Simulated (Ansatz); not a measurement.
**GaN (F-43m): band gap under exact exchange from a Python script**

How does exact exchange change the gap of GaN (F-43m)? Aim: the band gap under exact exchange, for GaN (F-43m), run from a script.

All numbers are computed with Ansatz 0.2.0, driven from Python. The levels of theory stand in the script.

**1. The structure**

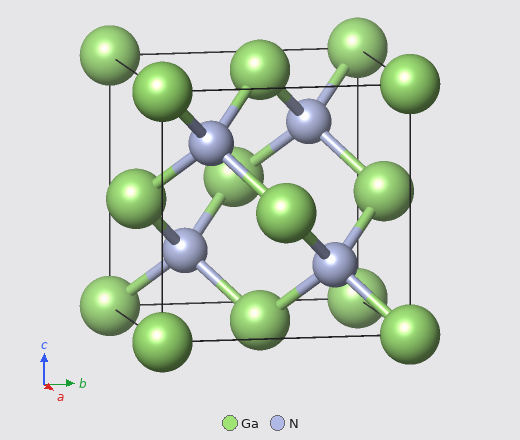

The starting structure, viewed slightly off an axis; gallium green, nitrogen light blue. The cell is the conventional one. Atoms on cell faces are repeated.

No structure file is read: the coordinates are typed or built in the script.

**2. The script**

Input file hybrid.py:

```python
"""Exact exchange and the gap of GaN."""

import warnings

import ansatz
import numpy as np


def count_gap(report):
    # lowest empty less highest filled band, counting bands; zero where they overlap
    return max(report.get("gap_by_band_count_ev") or 0.0, 0.0)

warnings.simplefilter("ignore", ansatz.DeckWarning)

vectors = np.array([
    [0.0, 2.25350061, 2.25350061],
    [2.25350061, 0.0, 2.25350061],
    [2.25350061, 2.25350061, 0.0],
])
structure = (
    ansatz.Lattice.of(vectors)
    .atom("Ga", [0.0, 0.0, 0.0])
    .atom("N", [0.75, 0.75, 0.75])
)

calc = structure.calculation()
calc = calc.kpoints(4)
calc = calc.occupations(ansatz.OccupationsMethod.FIXED)
calc = calc.scf(tolerance=1e-08).band_table()
rows = []
for value in ["pbe", "r2scan", "hse06"]:
    rep = calc.functional(value).run(threads=1).report
    width = rep["fermi_energy_ev"] - min(e for e in rep["eigenvalues_ev"][0] if e > rep["fermi_energy_ev"] - 10)
    rows.append((value, count_gap(rep), width, rep.get("hybrid", {}).get("n_outer", 0), rep["n_iterations"]))
print("    functional  gap by band count eV  E_F less lowest level within 10 eV (first k)  exchange loops      iterations")
for row in rows:
    print(f"{str(row[0]):>14s}  {row[1]:20.3f}  {row[2]:44.3f}  {row[3]:14d}  {row[4]:14d}")
```

**3. The input behind the calls**

The engine receives this input (first run):

```yaml
crystal:
  lattice:
    - [0.0, 2.25350061, 2.25350061]
    - [2.25350061, 0.0, 2.25350061]
    - [2.25350061, 2.25350061, 0.0]
  atoms:
    - { symbol: Ga, position: [0.0, 0.0, 0.0] }
    - { symbol: "N", position: [0.75, 0.75, 0.75] }
kpoints:
  mp_grid:
    grid: [4, 4, 4]
hamiltonian:
  xc: pbe
scf:
  convergence:
    dr2_threshold: 1.0e-08
  occupations:
    method: fixed
output:
  eigenvalues: true
```

**4. Running it**

Launch:

```
> python hybrid.py
```

The log of the run:

```text
    functional  gap by band count eV  E_F less lowest level within 10 eV (first k)  exchange loops      iterations
           pbe                 1.697                                         0.000               0               6
        r2scan                 2.109                                         0.000               0               9
         hse06                 2.990                                         0.000               2              13
```

Wall time 6.2 s (1 thread of Arm Neoverse V2, shared host); peak memory 0.54 GiB.

**5. Inputs of later runs**

The engine's inputs for the other runs:

Run 2, against run 1:

```diff
@@ -13 +13 @@
-  xc: pbe
+  xc: r2scan
```

Run 3, against run 1:

```diff
@@ -13 +13 @@
-  xc: pbe
+  xc: hse06
```

**6. What each run gave**

From the records of these 3 runs:

```
run  functional  energy (eV/atom)  gap on the mesh (eV)  SCF cycles  CPU time (s)
  1         pbe        -2083.9173                  1.70           6          0.33
  2      r2scan        -2088.1568                  2.11           9          0.85
  3       hse06        -2084.1688                  2.99          13           3.3
```

Totals hang on functional and potentials, so only runs at one level compare.

**7. Results**

| quantity | value |
| --- | --- |
| runs compared | 3 |
| gap on the mesh | 1.70 (pbe) to 2.99 eV (hse06) |

What this shows: PBE gives 1.70 eV, r2SCAN gives 2.11 eV and HSE06 gives 2.99 eV. The widest is 1.29 eV above the narrowest. Notes:
- With fixed filling the reported Fermi level is the top filled level among the k-points of the SCF.
- The k-point mesh is coarse, so energy and stress aren't converged.
- The structure comes from a database of computed cells and needn't be a stable or known phase.
- Levels are Kohn-Sham eigenvalues on this mesh.
- Gaps are read on a coarse mesh, so the true band edges can lie between its points.
